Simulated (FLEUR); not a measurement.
Band structure of ZnGe₃ (Pm-3m, 4 atoms in the cell).

```
ZnGe3
1.0
    4.22236     0.00000     0.00000
    0.00000     4.22236     0.00000
    0.00000     0.00000     4.22236
Zn Ge
1 3
Direct
  0.00000   0.00000   0.00000
  0.00000   0.50000   0.50000
  0.50000   0.00000   0.50000
  0.50000   0.50000   0.00000
```

Level of theory: FLEUR with PBEsol, all-electron FLAPW (FLEUR), scalar-relativistic valence.

Settings: Kmax = 3.8 1/bohr; GmaxXC = 13.3 1/bohr; xcFunctional = PBEs; jspins = 1; l_soc = F; mode = hist; fermiSmearingEnergy = 0.00499791 Htr; mesh (inpgen div1-3) = 10 10 10; inpgen gamma flag = true; Gmax = 13.3 1/bohr; numbands = 0; maxIterBroyd = 99; imix = Anderson; alpha = 0.05.

The starting cell comes from a database of computed structures (which also holds hypothetical and non-ambient phases and stackings), without a prior relaxation at this level. Values depend on the basis (sphere radii, cutoffs, local orbitals), which need not be converged.

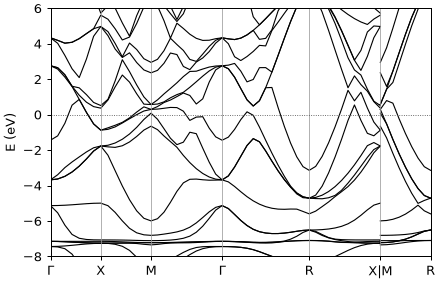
*Bands along the path, energies from the Fermi level.*

Levels in eV from the Fermi level, bands 24 to 31:
| point | 24 | 25 | 26 | 27 | 28 | 29 | 30 | 31 |
|---|---|---|---|---|---|---|---|---|
| Γ | -3.68 | -3.68 | -3.68 | -1.44 | 2.76 | 2.76 | 2.76 | 4.34 |
| X | -1.77 | -1.77 | -1.77 | -0.87 | -0.87 | 0.37 | 0.52 | 4.97 |
| M | -5.99 | -0.65 | 0.08 | 0.30 | 0.30 | 0.57 | 0.57 | 2.36 |
| R | -5.59 | -4.71 | -4.71 | -4.71 | -3.14 | 6.89 | 6.89 | 7.04 |
